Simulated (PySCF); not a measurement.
## C$_{2}$H$_{7}$OSi$_{2}$: EPR calculation

The run: EPR calculation of C$_{2}$H$_{7}$OSi$_{2}$, multiplicity 2. Method and program: UKS B3LYP, pcH-1 on C H O Si, non-relativistic, mean-field spin-orbit, GIAO (PySCF 2.14.0).

It belongs to a series of runs on one base structure; here: H removed from Si.

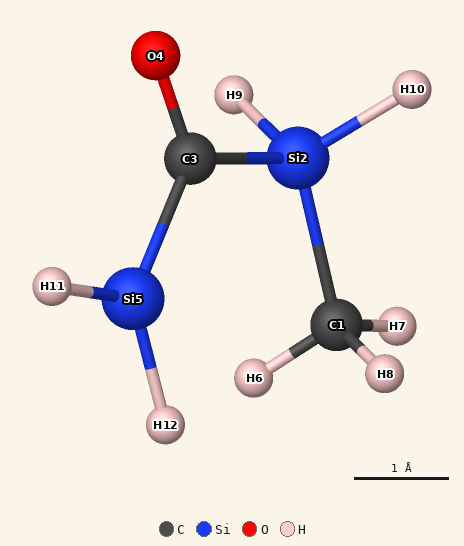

The structure (ball-and-stick view, seen at a tilt; atoms are numbered from 1 in the order of the input).

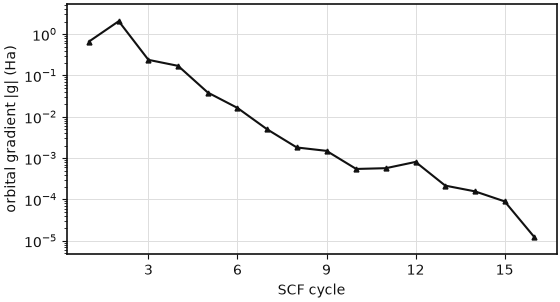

Convergence of the self-consistent field: orbital gradient |g| against the SCF cycle. All cycles printed in the log are drawn one after another.

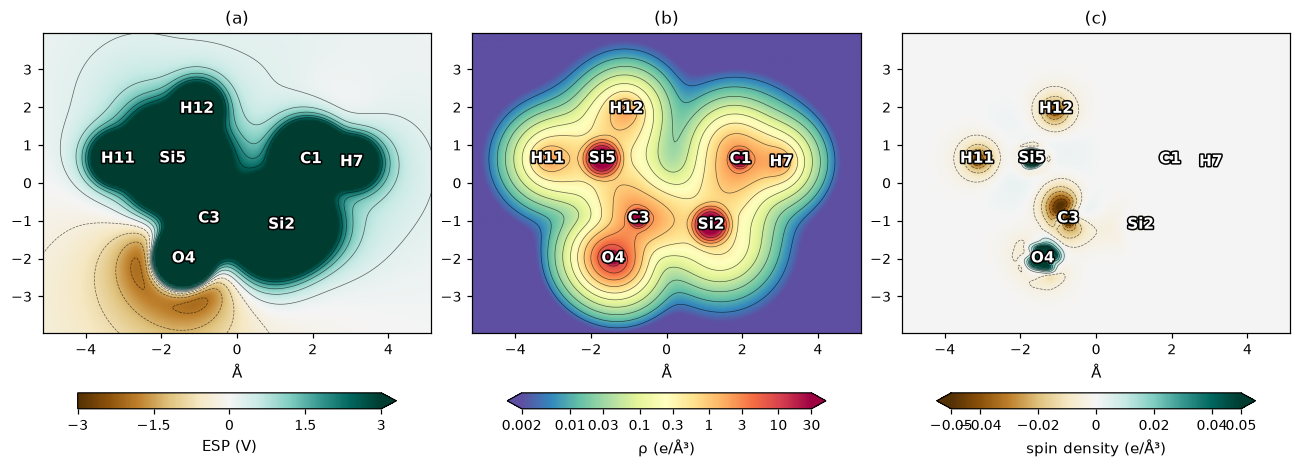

(a) molecular electrostatic potential; (b) electron density; (c) spin density (α minus β) on the plane of atoms C1, Si2 and C3. The section cuts through C, Si, O and H sites. C–Si (1.86 Å): ρ at the midpoint is about 0.97 e/Å³. C–Si (1.90 Å): ρ at the midpoint is about 0.92 e/Å³. Si–H (1.45 Å): ρ at the midpoint is about 0.82 e/Å³. The unpaired spin (1 electron) lies mostly on Si5 (about 0.7) and O4 (about 0.2), in electrons by Hirshfeld's partition.

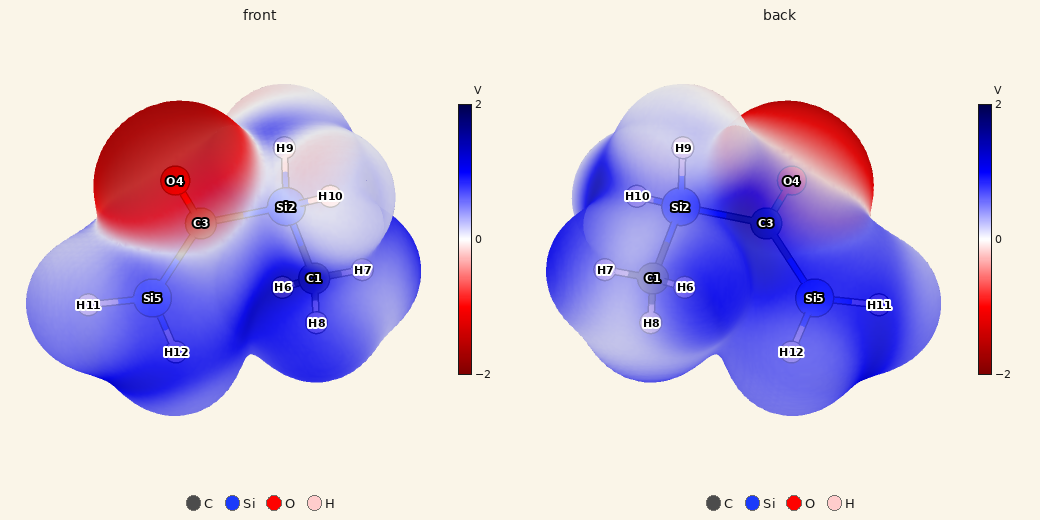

The molecular electrostatic potential painted on the density surface at 0.002 e/bohr³, seen at a tilt and from behind; red is negative and blue positive.

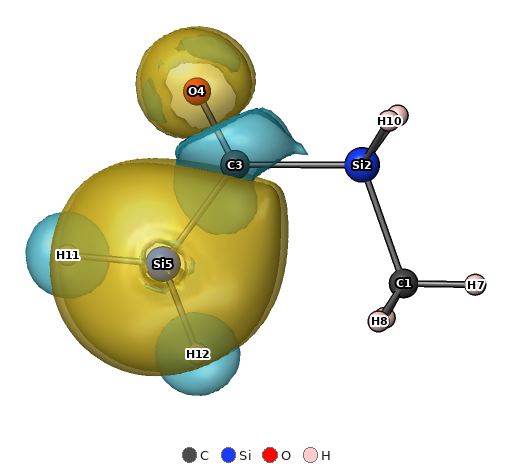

Isosurfaces of the spin density at +0.004 (yellow) and −0.004 e/Å³ (cyan), seen face on. The unpaired spin (1 electron) lies mostly on Si5 (about 0.7) and O4 (about 0.2), in electrons by Hirshfeld's partition.

These pictures come from the run below.

**Input**
```
{"job": {"kind": "epr", "basis": "pcH-1"}, "charge": 0, "multiplicity": 2}
C     -1.583329    -0.588056    -0.327548
Si    -0.685999     0.394847     1.027528
C      1.165095     0.597567     0.543278
O      1.901397     1.220016     1.336116
Si     1.966971    -0.047240    -1.003068
H     -1.160221    -1.579916    -0.458893
H     -2.629405    -0.713894    -0.067925
H     -1.546390    -0.082215    -1.288192
H     -0.762688    -0.312769     2.310670
H     -1.283406     1.727006     1.173590
H      3.379166     0.174543    -1.252937
H      1.240007    -0.790575    -2.018646
```

The first line tells a small driver script what to run in PySCF; the rest is the geometry in Å.

Run as:
```bash
OMP_NUM_THREADS=1 python <driver script> task.json out
```

**The program's output**
```
UKS, coarse grid
  cycle   1  E = -734.39809355  |g| = 6.64e-01
  cycle   2  E = -731.93309150  |g| = 2.06e+00
  cycle   3  E = -734.56457909  |g| = 2.39e-01
  cycle   4  E = -734.58622093  |g| = 1.71e-01
  cycle   5  E = -734.59957275  |g| = 3.87e-02
  cycle   6  E = -734.60040158  |g| = 1.64e-02
  cycle   7  E = -734.60060686  |g| = 4.98e-03
  cycle   8  E = -734.60063487  |g| = 1.81e-03
  cycle   9  E = -734.60063944  |g| = 1.50e-03
  cycle  10  E = -734.60064135  |g| = 5.47e-04
UKS, final grid
  cycle   1  E = -734.60066819  |g| = 5.71e-04
  cycle   2  E = -734.60066817  |g| = 8.09e-04
  cycle   3  E = -734.60066852  |g| = 2.16e-04
  cycle   4  E = -734.60066855  |g| = 1.57e-04
  cycle   5  E = -734.60066859  |g| = 8.98e-05
  cycle   6  E = -734.60066860  |g| = 1.23e-05
E = -734.60066860 Eh   <S^2> = 0.7611 (exact 0.7500)
g shifts (ppm)      1          2          3
  rmc          -164       -164       -164
  gc            -14         36         37
  oz_so         -52       1614       5091
  total        -229       1486       4965
hyperfine (MHz)  atom isotope    a_iso     a_fc   dipolar eigenvalues
    0   13C       0.25       0.25     -0.53      0.14      0.39
    1  29Si       8.21       8.22     -0.57     -0.52      1.09
    2   13C     -25.07     -25.06     -5.56     -0.70      6.26
    3   17O     -17.57     -17.34    -79.65     38.41     41.24
    4  29Si    -130.33    -131.45   -165.14     82.27     82.87
    5    1H       0.91       0.91     -1.50     -1.04      2.54
    6    1H      -0.10      -0.10     -0.73     -0.58      1.31
    7    1H       0.90       0.90     -1.50     -1.04      2.54
    8    1H      -0.62      -0.62     -1.10     -0.72      1.82
    9    1H      -0.62      -0.62     -1.10     -0.73      1.83
   10    1H     -39.04     -39.06    -10.03      2.98      7.05
   11    1H     -37.87     -37.88    -10.87      3.28      7.59
```

**Key numbers**

```tsv
quantity	value
outcome	converged
total energy	−734.600669 hartree
⟨S²⟩	0.761
isotropic g	2.0044
hardware	1 CPU thread, shared host
wall time	41 s
peak memory	0.8 GiB
```
